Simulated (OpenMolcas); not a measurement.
# A workflow on CH5NSi (SMILES C[Si]N)

Wanted: a series of 10 runs (HF/ANO-S-MB, CASSCF(6,6)/ANO-S-VDZP, SC-NEVPT2(5,6)/ANO-S-VDZP, MC-PDFT[tBLYP](6,6)/ANO-S-VDZP, PC-NEVPT2(6,6)/ANO-S-VDZP, CASPT2[IPEA 0](6,6)/ANO-S-VDZP, SC-NEVPT2(6,6)/ANO-S-VDZP) of CH5NSi. 

The calculation is run with OpenMolcas 26.06.

1 further run of the same task is left out (it didn't finish).

**1. The structure to begin with**

CH5NSi: 8 atoms, total charge 0, spin state singlet. SMILES: `C[Si]N`. The coordinates come from a PBE0-D4/def2-TZVP relaxation. This is one conformer, not always the lowest.

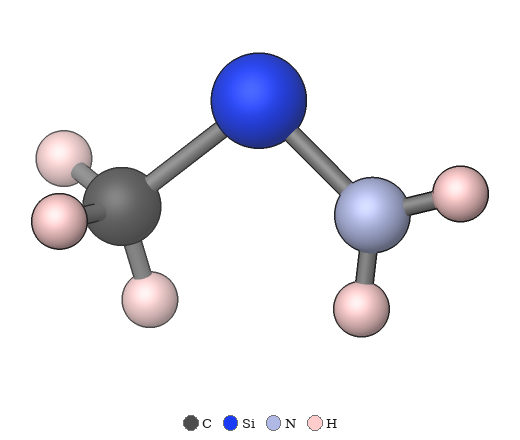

The structure, seen from a chosen angle (carbon dark grey, silicon blue, nitrogen light blue, hydrogen pink).

**2. The energy at HF/ANO-S-MB (run 1)**

The input, step1.inp:

```
>>> EXPORT MOLCAS_PRINT=2
&GATEWAY
Coord
8
bohr
C     -1.24721924     1.55845713    -1.04331779
Si     1.82131804     1.23550294     0.80823586
N      1.76160269    -1.95473270     1.30523383
H     -1.93961489    -0.19237412    -1.89785195
H     -1.06297095     2.99219235    -2.52108362
H     -2.70495397     2.25822272     0.25681378
H      3.12031578    -2.83817967     2.30565484
H      0.42556632    -3.16661407     0.68086832
Basis=ANO-S-MB
Group=NoSym
&SEWARD
&SCF
PrOrbitals=1 2
&LOCALISATION
Occupied
Freeze
Pipek-Mezey
&LOCALISATION
FileOrb=$Project.LocOrb
Virtual
Pipek-Mezey
```

The run is started by

```sh
export MOLCAS_MEM=1860
pymolcas step1.inp > step1.log
```

Output:

```text
--- Start Module: gateway ---
[...]
--- Stop Module: gateway /rc=_RC_ALL_IS_WELL_ ---
[...]
      Basis functions           24
[...]
       Convergence after  10 Iterations
[...]
::    Total SCF energy                               -383.9293085539
[...]
      Total spin, S                                     0.0000000000
[...]
      Total electronic charge=   32.000000
      Total            charge=   -0.000000
[...]
      Dipole Moment (debye):
      Origin of the operator (angstrom)=    0.5243    0.2236    0.2437
                   X= -1.5531E-01               Y= -1.5289E+00               Z=  2.0758E-01           Total=  1.5507E+00
      Quadrupole Moment (debye*angstrom):
[...]
--- Start Module: localisation ---
[...]
--- Stop Module: localisation /rc=_RC_ALL_IS_WELL_ ---
--- Start Module: localisation ---
[...]
--- Stop Module: localisation /rc=_RC_ALL_IS_WELL_ ---
[...]
```

It took 2.9 s on 1 thread of Intel Xeon Platinum 8259CL at 2.50GHz (Skylake/Cascade Lake), shared host; peak memory 0.37 GiB.

**3. The excited states at CASSCF(6,6)/ANO-S-VDZP (RICD fitting, 6 states averaged) (run 2)**

The input, step2.inp:

```
* CH5NSi CASSCF

&gateway
  coord
  8
  bohr
  C     -1.24721924     1.55845713    -1.04331779
  Si     1.82131804     1.23550294     0.80823586
  N      1.76160269    -1.95473270     1.30523383
  H     -1.93961489    -0.19237412    -1.89785195
  H     -1.06297095     2.99219235    -2.52108362
  H     -2.70495397     2.25822272     0.25681378
  H      3.12031578    -2.83817967     2.30565484
  H      0.42556632    -3.16661407     0.68086832
  basis
  ANO-S-MB
  group
  NoSym

&seward

&rasscf
  fileorb
  $CurrDir/step1.LocOrb
  alter
  3
  1 10 15
  1 13 16
  1 18 22
  spin
  1
  nactel
  6 0 0
  inactive
  13
  ras2
  6
  ciroot
  6 6 1
  orblisting
  Nothing
>>> COPY $Project.RunFile RUNFIL1
>>> COPY $Project.RasOrb INPORB

&gateway
  coord
  8
  bohr
  C     -1.24721924     1.55845713    -1.04331779
  Si     1.82131804     1.23550294     0.80823586
  N      1.76160269    -1.95473270     1.30523383
  H     -1.93961489    -0.19237412    -1.89785195
  H     -1.06297095     2.99219235    -2.52108362
  H     -2.70495397     2.25822272     0.25681378
  H      3.12031578    -2.83817967     2.30565484
  H      0.42556632    -3.16661407     0.68086832
  basis
  ANO-S-VDZP
  group
  NoSym
  ricd

&seward
>>> COPY $Project.RunFile RUNFIL2

&expbas

&rasscf
  fileorb
  $Project.ExpOrb
  spin
  1
  nactel
  6 0 0
  inactive
  13
  ras2
  6
  ciroot
  6 6 1
  orblisting
  Few
  orbappear
  Compact
```

The run is started by

```sh
export MOLCAS_MEM=1860
pymolcas step2.inp > step2.log
```

Output:

```text
[...]
      Basis functions           24
[...]
      Number of active orbitals                  6
[...]
      Spin quantum number                      0.0
[...]
      Active orbitals                            6
[...]
      Number of CSFs                           175
[...]
      Number of root(s) required                 6
[...]
      Convergence after 34 iterations
[...]
      Natural orbitals and occupation numbers for root  1
      sym 1:   1.966790   1.982554   1.987618   0.025241   0.015940   0.021857
      Natural orbitals and occupation numbers for root  2
      sym 1:   1.003679   1.971986   1.983896   0.998631   0.016565   0.025243
      Natural orbitals and occupation numbers for root  3
      sym 1:   1.903780   1.035944   1.982665   1.011368   0.016385   0.049857
[...]
::    RASSCF root number  1 Total energy:   -383.95518541
::    RASSCF root number  2 Total energy:   -383.80450362
[...]
      Basis functions           71
[...]
      Convergence after 39 iterations
[...]
      Natural orbitals and occupation numbers for root  3
      sym 1:   1.036153   1.989564   1.980904   0.011857   0.018789   0.962732
      Natural orbitals and occupation numbers for root  4
      sym 1:   0.091963   1.932532   1.981814   1.965287   0.019364   0.009040
      Natural orbitals and occupation numbers for root  5
      sym 1:   1.866550   1.069628   1.980490   0.999800   0.018222   0.065310
      Natural orbitals and occupation numbers for root  6
      sym 1:   0.163795   1.886434   1.979288   1.006720   0.019325   0.944438
[...]
::    RASSCF root number  3 Total energy:   -383.95515649
::    RASSCF root number  4 Total energy:   -383.89855160
::    RASSCF root number  5 Total energy:   -383.88573209
::    RASSCF root number  6 Total energy:   -383.83410530
[...]
      Total electronic charge=   32.000000
      Total            charge=   -0.000000
[...]
```

Run time: 20 s. Hardware: 1 thread of Intel Xeon Platinum 8259CL at 2.50GHz (Skylake/Cascade Lake), shared host; peak memory 0.37 GiB.

The roots found:

```csv
excited state,energy (eV)
1,4.268
2,6.655
3,8.195
4,8.544
5,9.949
```

Runs 3 to 9 aren't shown in full; the table further down has their settings and results.

**4. The vertical excitations at CASPT2[IPEA 0](6,6)/ANO-S-VDZP (RICD fitting, ipea shift 0 Eh, pt2 variant MS, 6 states averaged, sigma1 shift 0.2) (run 10)**

The input, step10.input:

```
&GATEWAY
 Coord
 8
 bohr
 C     -1.24721924     1.55845713    -1.04331779
 Si     1.82131804     1.23550294     0.80823586
 N      1.76160269    -1.95473270     1.30523383
 H     -1.93961489    -0.19237412    -1.89785195
 H     -1.06297095     2.99219235    -2.52108362
 H     -2.70495397     2.25822272     0.25681378
 H      3.12031578    -2.83817967     2.30565484
 H      0.42556632    -3.16661407     0.68086832
 Basis
 ANO-S-VDZP
 Group
 NoSym
 RICD

&SEWARD

&RASSCF
 FileOrb
 $CurrDir/step2.RasOrb
 Spin
 1
 Nactel
 6 0 0
 Inactive
 13
 Ras2
 6
 CIRoot
 6 6 1
 OrbListing
 Few
 OrbAppear
 Compact

&CASPT2
 Multistate
 all
 IPEA
 0
 Sig1
 0.2

&RASSI
 NrOfJobIphs
 1 all
 IphNames
 JOBMIX
 EJob
```

The run is started by

```sh
export MOLCAS_MEM=1860
pymolcas step10.input > step10.log
```

Output:

```text
[...]
      Basis functions           71
[...]
      Number of active orbitals                  6
[...]
      Spin quantum number                      0.0
[...]
      Active orbitals                            6
[...]
      Number of CSFs                           175
[...]
      Number of root(s) required                 6
[...]
      Convergence after  4 iterations
[...]
      Natural orbitals and occupation numbers for root  1
      sym 1:   1.953773   1.998577   1.982576   0.037891   0.017584   0.009600
      Natural orbitals and occupation numbers for root  2
      sym 1:   0.976877   1.990690   1.980988   1.024352   0.018984   0.008109
      Natural orbitals and occupation numbers for root  3
      sym 1:   1.036126   1.989564   1.980904   0.011857   0.018789   0.962761
      Natural orbitals and occupation numbers for root  4
      sym 1:   0.091940   1.932544   1.981814   1.965297   0.019364   0.009041
      Natural orbitals and occupation numbers for root  5
      sym 1:   1.866537   1.069632   1.980490   0.999790   0.018222   0.065329
      Natural orbitals and occupation numbers for root  6
      sym 1:   0.163817   1.886424   1.979288   1.006710   0.019325   0.944435
      ************************************************************************************************************************
      *                                                    Final results                                                     *
[...]
::    RASSCF root number  1 Total energy:   -384.19971980
::    RASSCF root number  2 Total energy:   -384.04287311
[...]
::    RASSI State    3     Total energy:    -384.37730410732172
::    RASSI State    4     Total energy:    -384.32267914503325
::    RASSI State    5     Total energy:    -384.29354963305866
::    RASSI State    6     Total energy:    -384.25125312243074
[...]
```

It took 16 s on 1 thread of Intel Xeon Platinum 8259CL at 2.50GHz (Skylake/Cascade Lake), shared host; peak memory 0.085 GiB.

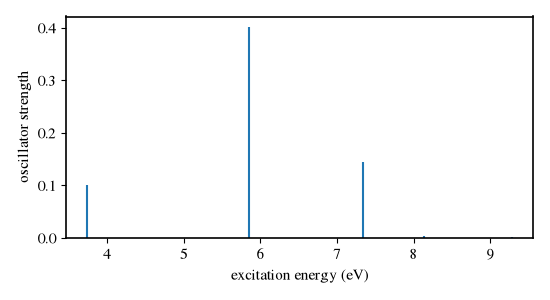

Vertical excitations as sticks.

The roots found:

```csv
excited state,energy (eV),strength
1,3.741,0.1010
2,5.855,0.4010
3,7.341,0.1432
4,8.134,0.0038
5,9.285,0.0010
```

**5. All runs side by side**

```csv
run,level,integral approximation,task,partner,energy (Eh),dipole moment (D) of the reference,wall time
1,HF/ANO-S-MB,none,energy,base,-383.929309,1.55,2.9 s
2,"CASSCF(6,6)/ANO-S-VDZP (RICD fitting, 6 states averaged)",RICD,excited,base,-384.199720,2.03,20 s
3,"SC-NEVPT2(5,6)/ANO-S-VDZP (RICD fitting, pt2 variant QD-SC-NEVPT2, 6 states averaged)",RICD,excited,cation,-384.285693,–,14 s
4,"CASSCF(6,6)/ANO-S-VDZP (RICD fitting)",RICD,optimise,base,-384.232450,1.67,2.2 min
5,"MC-PDFT[tBLYP](6,6)/ANO-S-VDZP (RICD fitting, 6 states averaged)",RICD,excited,base,-385.311125,2.03,31 s
6,"PC-NEVPT2(6,6)/ANO-S-VDZP (RICD fitting, pt2 variant QD-PC-NEVPT2, 6 states averaged)",RICD,excited,base,-384.589420,2.03,11 s
7,"CASPT2[IPEA 0](6,6)/ANO-S-VDZP (RICD fitting, casscf thresholds set, ipea shift 0 Eh, pt2 variant RMS, 6 states averaged)",RICD,excited,base,-384.591850,2.03,17 s
8,"CASSCF(6,6)/ANO-S-VDZP (RICD fitting, root 2, 6 states averaged)",RICD,gradient,base,-384.042873,–,11 s
9,"SC-NEVPT2(6,6)/ANO-S-VDZP (RICD fitting, pt2 variant QD-SC-NEVPT2, 6 states averaged)",RICD,excited,triplet,-384.494976,0.88,14 s
10,"CASPT2[IPEA 0](6,6)/ANO-S-VDZP (RICD fitting, ipea shift 0 Eh, pt2 variant MS, 6 states averaged, sigma1 shift 0.2)",RICD,excited,base,-384.592468,2.03,16 s
```

**6. Outcome**

| quantity | value |
| --- | --- |
| run 10, CASPT2[IPEA 0](6,6)/ANO-S-VDZP: energy of the lowest of 6 roots | -384.59247 Eh |
| run 10, CASPT2[IPEA 0](6,6)/ANO-S-VDZP: dipole moment (CASSCF density) | 2.03 D |
| run 10, CASPT2[IPEA 0](6,6)/ANO-S-VDZP: lowest excitation energy within this active space | 3.74 eV |

What this shows: In run 1 the basis is minimal, so the values are rough. All runs together took 4.5 min, the longest 2.2 min.
